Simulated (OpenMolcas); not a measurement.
Predicting a hybrid from its neighbours: GeSiH4F2

GeSiH4F2: 8 atoms, total charge 0, spin state singlet. As SMILES, `F[SiH](F)[GeH3]`. The shape is that of a PBE0-D4/def2-TZVP optimisation.

The HOMO–LUMO gap y, in eV, basis def2-SVP; a is the functional's share of exact exchange. Programs: OpenMolcas 26.06.

```
functional     program     a  y (eV)
    revPBE  OpenMolcas     0    6.45
      BLYP  OpenMolcas     0    6.43
     B3LYP  OpenMolcas   0.2    8.11
      PBE0  OpenMolcas  0.25       ?
     BHLYP  OpenMolcas   0.5   10.60
```

Question: Fit y = c + s·a to the known rows and predict PBE0.

Answer: 
1. Means of the 4 rows: a = 0.1750, y = 7.897.
2. Σ(Δa)² = 0.1675, Σ(Δa·Δy) = 1.3937, so the slope is 1.3937/0.1675 = 8.3206.
3. Intercept: 7.897 − (8.3206) × 0.1750 = 6.441. The largest residual of the fit is 0.011.
4. PBE0: 6.441 + (8.3206) × 0.25 = 8.52 eV.

The run gave 8.50 eV, so the prediction is off by +0.02 eV, more than the largest residual. Exact exchange lowers occupied levels and raises empty ones. The rows mix families of semi-local functionals, which the line can't see.

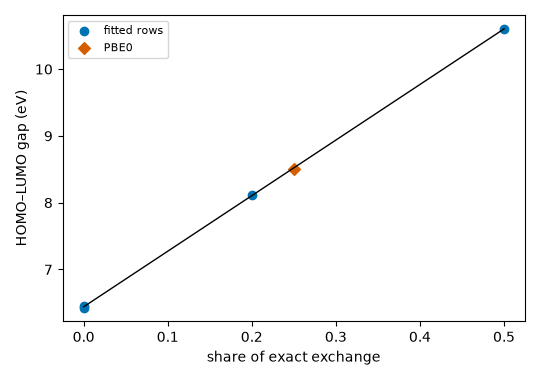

The fitted line, with the withheld row.
